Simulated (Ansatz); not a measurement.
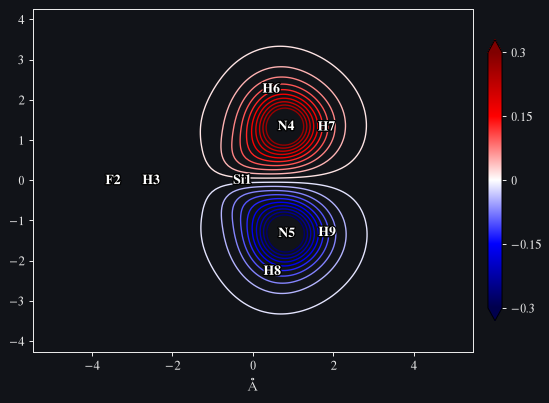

Figure 1: H4N2Si···HF. The HOMO−1 on a plane 0.8 Å above the molecular plane (values in Å⁻³ᐟ²; the overall sign is arbitrary).

The product side of a reaction path; geometry: PBE0-D4/def2-TZVP.

Level of theory: Ansatz 0.2.0, RKS PBE0-D4/def2-TZVPP.

```yaml
atoms:
  - { symbol: Si, position_ang: [0.0471, -0.1412, -0.1855] }
  - { symbol: F, position_ang: [0.6970, -2.0263, -2.7397] }
  - { symbol: H, position_ang: [0.5072, -1.4781, -1.9949] }
  - { symbol: N, position_ang: [-0.7395, 1.3694, -0.1564] }
  - { symbol: N, position_ang: [0.4082, -0.4064, 1.4579] }
  - { symbol: H, position_ang: [-1.0721, 1.7844, -1.0112] }
  - { symbol: H, position_ang: [-0.9330, 1.9476, 0.6470] }
  - { symbol: H, position_ang: [0.8862, -1.2453, 1.7435] }
  - { symbol: H, position_ang: [0.1989, 0.1960, 2.2393] }
```

> Describe this orbital and give its energy.

By Hirshfeld shares it lies mainly on N4 (about 40 %) and N5 (about 40 %); it changes sign across the molecular plane (π type). Its energy is −7.93 eV.
